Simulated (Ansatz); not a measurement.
**GeTe (SMILES [Ge][Te]) at B2PLYP/STO-3G**

Aim: the energy change on altering one bond length of GeTe at B2PLYP/STO-3G, from 2 runs. 

The results are computed with Ansatz 0.2.0.

73 further runs of the same task are left out: 41 that didn't finish, 32 set aside as unsound or not needed.

## (1) The structure to begin with

GeTe has 2 atoms, charge 0, and is taken as a singlet. SMILES: `[Ge][Te]`. Geometry: the measured bond length.

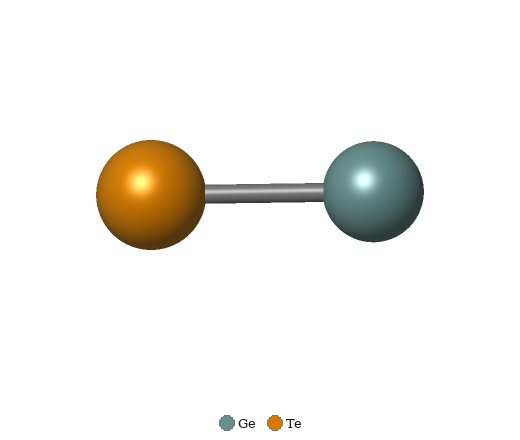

Viewed from a chosen angle; germanium teal, tellurium orange.

## (2) A single-point energy at B2PLYP/STO-3G

Contents of molecule.yaml:

```yaml
crystal:
  periodic: [false, false, false]
  atoms:
    - {symbol: Ge, position_ang: [0.000000, 0.000000, 0.000000]}
    - {symbol: Te, position_ang: [0.000000, 0.000000, 2.340165]}
basis:
  gaussian:
    orbitals: STO-3G
hamiltonian:
  xc: {name: B2PLYP}
correlation:
  frozen_orbitals: {Ge: 9, Te: 18}
accuracy: high
```

Launch:

```sh
$ ansatz run molecule.yaml --threads 1 --pin off --max-ram 2610MiB --events-out events.jsonl --progress --plain --runs-dir runs
```

The log of the run:

```text
Warning: RAYON_NUM_THREADS=1 ignored (pool sized by the plan → 1); use --threads N
Functional definition: B2PLYP
  name "B2PLYP"
  parameter a = 0.53
  parameter c = 0.27
  exchange = (1 - a)*b88_x + a*exact_x
  correlation = (1 - c)*lyp_c + c*(mp2_os + mp2_ss)
564 factors; integrals over basis functions are off by at most 4.8e-9 eV
mean field evaluation 1: about -234054.4177 eV, gradient 2.0e1 eV
mean field evaluation 2: about -234054.4347 eV, gradient 2.0e1 eV
mean field evaluation 4: about -234057.2840 eV, gradient 3.4e0 eV
mean field evaluation 8: about -234057.3430 eV, gradient 8.9e-2 eV
mean field evaluation 16: about -234057.3430 eV, gradient 5.2e-7 eV
mean field -234057.34301766 eV, -8601.4487061336 hartree, gradient 4.3e-8 eV, S^2 0.000000; 0 other end points of the search recorded, 0 dependent functions left out
27 core orbitals not correlated: weight in the atoms' cores, before any rotation towards them, 1.000 or more for the frozen orbitals, at most 0.000 for the correlated occupied ones
reference -234057.34303490 eV, -8601.4487067675 hartree; 15, 15 occupied and 3, 3 virtual orbitals, 564 factors
second order -2.89690096 eV of doubles, -0.00000000 eV of singles
Total energy: -234058.12519816 eV, -8601.4774507370 hartree
```

Run time: 3.3 s. Hardware: 1 thread of Arm Neoverse V1, shared host; peak memory 0.13 GiB.

## (3) The distorted shape at the same level

Contents of job.yaml:

```yaml
crystal:
  periodic: [false, false, false]
  atoms:
    - {symbol: Ge, position_ang: [0.000000, 0.000000, -0.585035]}
    - {symbol: Te, position_ang: [0.000000, 0.000000, 2.340165]}
basis:
  gaussian: {orbitals: STO-3G}
correlation: {frozen_orbitals: {Ge: 9, Te: 18}}
accuracy: high
hamiltonian: {xc: {name: B2PLYP}}
```

Launch:

```sh
$ ansatz run job.yaml --threads 1 --pin off --max-ram 2610MiB --events-out events.jsonl --progress --plain --runs-dir runs
```

The log of the run:

```text
Warning: RAYON_NUM_THREADS=1 ignored (pool sized by the plan → 1); use --threads N
Functional definition: B2PLYP
  name "B2PLYP"
  parameter a = 0.53
  parameter c = 0.27
  exchange = (1 - a)*b88_x + a*exact_x
  correlation = (1 - c)*lyp_c + c*(mp2_os + mp2_ss)
546 factors; integrals over basis functions are off by at most 5.3e-9 eV
mean field evaluation 1: about -234046.7020 eV, gradient 2.5e1 eV
mean field evaluation 2: about -234046.7156 eV, gradient 2.5e1 eV
mean field evaluation 4: about -234052.2566 eV, gradient 1.7e1 eV
mean field evaluation 8: about -234052.2555 eV, gradient 1.7e1 eV
mean field evaluation 16: about -234054.4018 eV, gradient 1.5e-5 eV
mean field evaluation 32: about -234045.0226 eV, gradient 9.5e-1 eV
mean field -234054.40181660 eV, -8601.3406189884 hartree, gradient 2.5e-8 eV, S^2 0.000000; 0 other end points of the search recorded, 0 dependent functions left out; unrestricted orbitals would lower it
27 core orbitals not correlated: weight in the atoms' cores, before any rotation towards them, 1.000 or more for the frozen orbitals, at most 0.000 for the correlated occupied ones
reference -234054.40183466 eV, -8601.3406196521 hartree; 15, 15 occupied and 3, 3 virtual orbitals, 546 factors
second order -4.98524602 eV of doubles, -0.00000000 eV of singles
Total energy: -234055.74785109 eV, -8601.3900848434 hartree
```

Run time: 3.9 s. Hardware: 1 thread of Arm Neoverse V1, shared host; peak memory 0.14 GiB.

## (4) Summary of results

Level: B2PLYP/STO-3G, 27 core orbitals frozen.

| quantity | value |
| --- | --- |
| first shape: total energy | -8601.47745 Eh |
| distorted shape: total energy | -8601.39008 Eh |
| energy change with the Ge1–Te2 bond stretched from 2.340 to 2.925 Å | 2.377 eV |

**Reading.** With the Ge1–Te2 bond stretched from 2.340 to 2.925 Å the energy rises by 2.38 eV (229 kJ/mol). The first shape isn't relaxed at this level, so the change isn't measured from a minimum. The minimal basis adds a large error of its own. Relativity is left out (first shape) although the molecule holds a heavy atom. The restricted solution (distorted shape) is unstable to spin breaking: an unrestricted one lies lower. Relativity is left out (distorted shape) although the molecule holds a heavy atom.
